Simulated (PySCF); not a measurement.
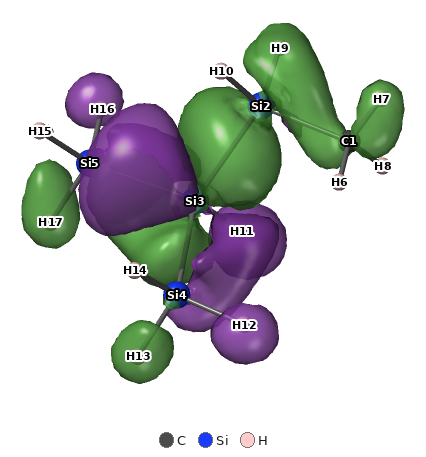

*CH$_{12}$Si$_{4}$, SMILES `C[SiH2][SiH]([SiH3])[SiH3]`. Unrelaxed difference density of S₂ less the ground state (TDA singlet states), ±0.01 e/Å³; purple: gain, green: loss.*

PySCF calculation, CAM-B3LYP/6-31+G*, gas phase; geometry: GFN2-xTB. No frequency check shows the geometry to be a minimum.

The calculation's input:

```python
import numpy as np
from pyscf import gto, scf, dft, tdscf
from pyscf.scf import atom_ks, atom_hf
from scipy.linalg import block_diag

def solve(mol, dm0=None, hcore=None):
    mf = (dft.UKS if mol.spin else dft.RKS)(mol, xc='camb3lyp')
    mf.grids.level = 3
    mf = mf.density_fit(auxbasis='def2-universal-jkfit')
    mf.conv_tol, mf.max_cycle = 1e-8, 80
    if hcore is not None:
        mf.get_hcore = lambda *args: hcore
    mf.kernel(dm0)
    if not mf.converged:
        mf = mf.newton().run(mf.mo_coeff, mf.mo_occ, max_cycle=30)
    assert mf.converged, 'SCF not converged'
    return mf

mol = gto.M(atom='''
C     -3.10115     0.10475     0.25077
Si    -1.56316     1.06576    -0.31752
Si     0.37070     0.00823     0.45095
Si     0.45235    -2.23488    -0.17243
Si     2.32101     1.16613    -0.05473
H     -3.08069    -0.91656    -0.11978
H     -4.02006     0.56395    -0.10231
H     -3.15309     0.05800     1.33496
H     -1.72107     2.45420     0.13981
H     -1.59987     1.12471    -1.78685
H      0.27838     0.00640     1.93349
H     -0.70654    -3.00724     0.28481
H      1.63126    -2.94607     0.32766
H      0.47713    -2.36918    -1.63205
H      2.51691     1.25414    -1.50396
H      2.32524     2.54231     0.44579
H      3.52667     0.53356     0.48601
''', basis='6-31+g*', charge=0, spin=0, verbose=4)
mf = solve(mol)
td = mf.TDA()
td.nstates, td.singlet, td.conv_tol = 5, True, 1e-5
td.kernel()
td.analyze()
x, y = np.array([p[0] for p in td.xy]), np.array([p[1] + 0 * p[0] for p in td.xy])
f, mu = td.oscillator_strength(), td.transition_dipole()
nto = [td.get_nto(state=i + 1, verbose=4) for i in range(len(td.e))]
# spherically averaged free atoms, for the promolecule
atm = atom_ks.get_atm_nrks(mol, xc='camb3lyp')
pro = block_diag(*[(atm[a[0]][2] * atm[a[0]][3]) @ atm[a[0]][2].T for a in mol._atom])
np.savez('result.npz', e=td.e, f=f, ok=td.converged, w=[n[0] for n in nto], nto=[n[1] for n in nto], x=x, y=y, c=mf.mo_coeff, occ=mf.mo_occ, eps=mf.mo_energy, pro=pro, mu=mu)
```

Command:

```sh
OMP_NUM_THREADS=1 python input.py
```

The run took 12 min on 1 thread of AMD EPYC (Zen 3) (shared host), peak memory 0.81 GiB.

How does the charge move on excitation?

Answer. 0.66 e is displaced in all, of which about 0.3 e passes between atoms: Si2 (0.16 e) and Si3 (0.04 e) lose electrons and Si5 (0.08 e) and Si4 (0.07 e) gain them. The state: 6.83 eV (181 nm), f = 0.050; the leading pair carries 94 %; hole on Si3 (34 %), Si2 (26 %) and Si5 (10 %), electron on Si3 (29 %), Si5 (19 %) and Si4 (15 %); their centroids lie 0.7 Å apart; S₁ lies within 0.1 eV of it.
